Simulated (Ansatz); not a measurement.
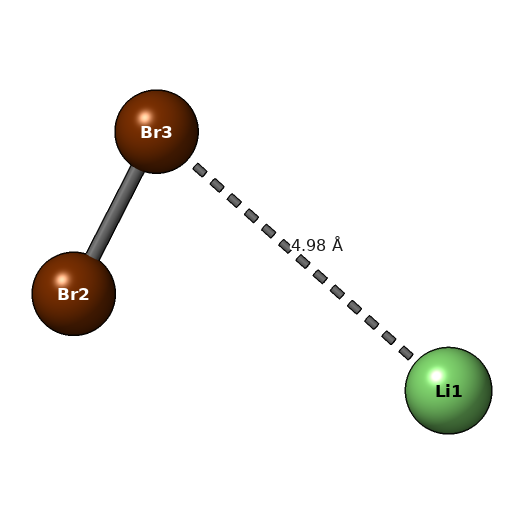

Two molecules or ions; the broken line marks their closest contact (measured against van der Waals radii). State: charge +1, singlet. Geometry: a pair of rigid molecules at a changed separation. Program: Ansatz 0.2.0.

Q: Which two species are they?

A: Li and Br2 (`BrBr.[Li+]`).

Give the counterpoise-corrected interaction energy (kcal/mol, monomers kept as in the pair) with RHF-CCSD(T) (frozen core)/def2-TZVPPD; ωB97M-V/def2-TZVPPD.

```tsv
level	interaction energy (kcal/mol)
RHF-CCSD(T) (frozen core)/def2-TZVPPD	−2.6
ωB97M-V/def2-TZVPPD	−2.7
```
